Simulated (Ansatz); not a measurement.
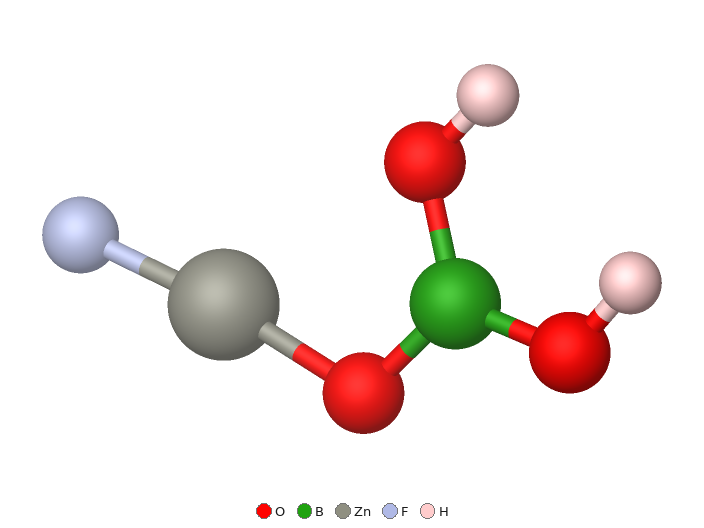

The picture shows a molecular structure as a ball-and-stick model.

Computed geometry: PBE0-D4/def2-TZVP optimisation.

**Which formula does it have?**

BFH₂O₃Zn, 8 atoms: 1 boron, 1 fluorine, 2 hydrogen, 3 oxygen and 1 zinc.

**How many atoms are distinct by symmetry?**

8: 1 O, 1 B, 1 O, 1 O, 1 Zn, 1 F, 1 H, 1 H.

**How many bonds of each kind are drawn?**

3 B–O, 2 O–H, 1 O–Zn, 1 F–Zn.

**What is the point group of this geometry?**

Cs.

**What is its SMILES?**

OB(O)[O][Zn][F]

The parts below concern this one geometry. Atoms keep their numbers from picture to picture.

**Shape**

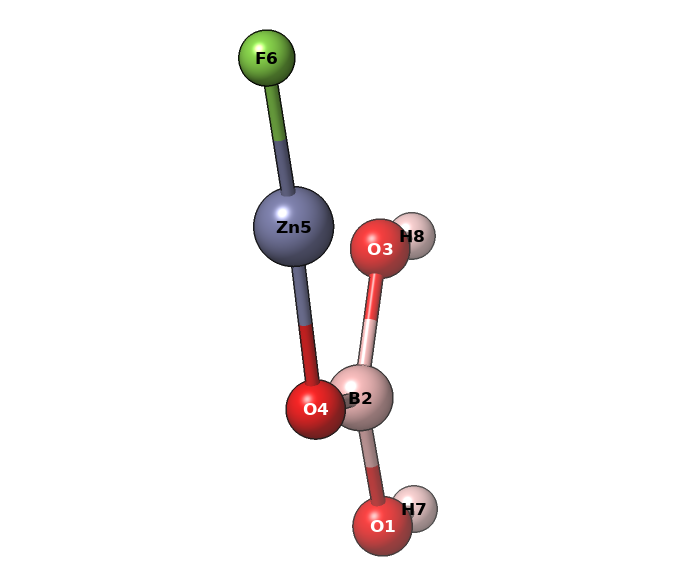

B2 lies behind O4. The molecule seen a little off the O4–B2 bond, O4 in front. Depth is shown by fading: the farther an atom, the more it takes the colour of the background.

**What is the torsion angle Zn5–O4–B2–O1? The sign is positive where the front bond must turn clockwise to cover the back bond.**

180°, antiperiplanar (anti).

**Vibrations**

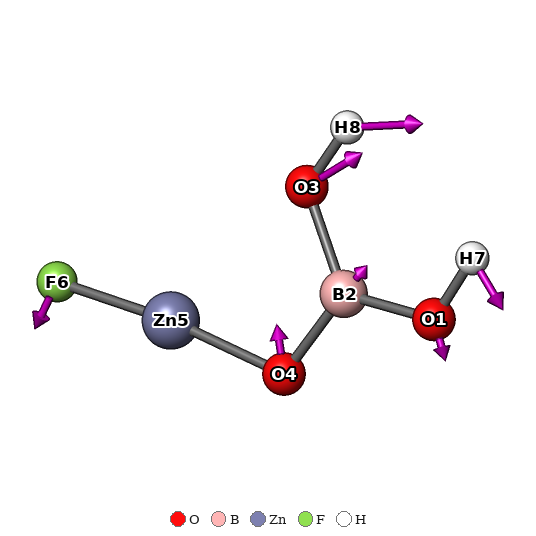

The arrows show one normal mode. Harmonic vibrations computed with RKS PBE0-D4/def2-TZVP (Ansatz 0.2.0) at a stationary point of the same level.

**At what wavenumber does it lie?**

54 cm⁻¹; it is mode 1 of 18 counted from the lowest.

**Dipole moment**

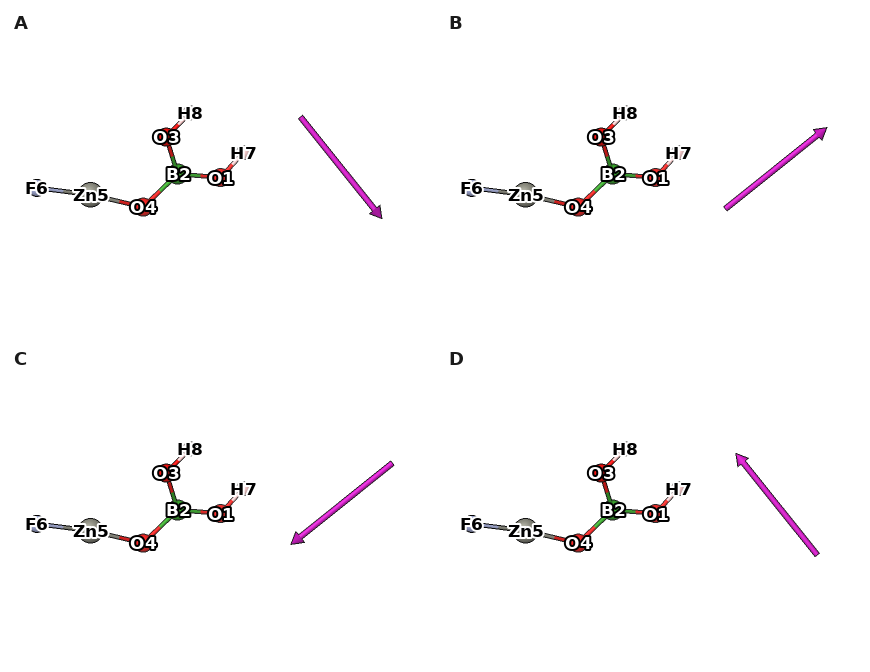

The same molecule four times, each with an arrow. Method: RKS PBE0-D4/def2-TZVP (Ansatz 0.2.0).

**Which arrow points along the dipole moment, from the negative to the positive end?**

B. The dipole moment is 3.72 D; it points from the side of F6 to the side of H7 (the outermost atoms at the two ends).

**Charges**

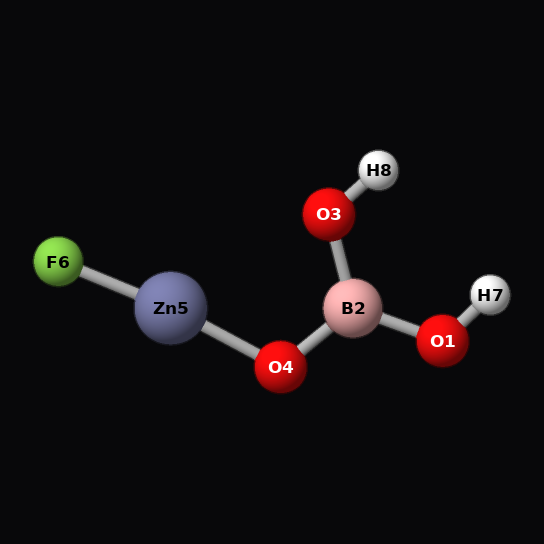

The questions are on Mulliken charges. Level of theory: RKS B3LYP-D4/def2-TZVPP (Ansatz 0.2.0).

**Which atom carries the highest charge (most positive or least negative)?**

Zn5 (0.72 e).

**And the lowest?**

F6 (−0.47 e).

Give the Mulliken charges atom by atom.

```tsv
atom	value (e)
O1	−0.28
B2	0.47
O3	−0.34
O4	−0.45
Zn5	0.72
F6	−0.47
H7	0.17
H8	0.18
```

**Electronic properties**

Level of theory: RKS CAM-B3LYP-D4/def2-TZVPP (Ansatz 0.2.0).

What does the calculation give?

- HOMO energy (Kohn–Sham orbital): −10.51 eV
- LUMO energy (Kohn–Sham orbital): −0.38 eV
- HOMO–LUMO gap: 10.14 eV
- dispersion correction: −12.1 kJ/mol

Mulliken values depend strongly on the basis set and can even reverse the polarity of a bond.
